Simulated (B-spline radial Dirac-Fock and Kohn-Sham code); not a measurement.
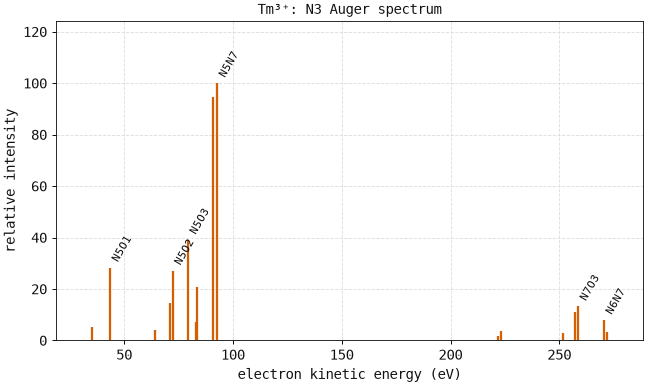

Fig. 1. Auger and Coster–Kronig groups that fill an N3 (4p3/2) hole, as sticks. Kinetic energies count from the vacuum level; very weak lines are left out. Species: Tm³⁺ ([Xe] 4f12). Computed with a B-spline radial code: independent-particle Coulomb rates on relativistic LDA orbitals, configuration-average energies from Dirac–Fock. Widths ruled by Coster–Kronig decay come out up to twice the measured ones in this model.

The strongest group is N3-N5N7 at 92.83 eV (26 % of the non-radiative width), followed by N3-N5N6 at 90.66 eV (24 %), N3-N5O3 at 79.42 eV (10 %), N3-N5O1 at 43.63 eV (7.3 %). The lines shown span 35.15 eV to 272.0 eV.
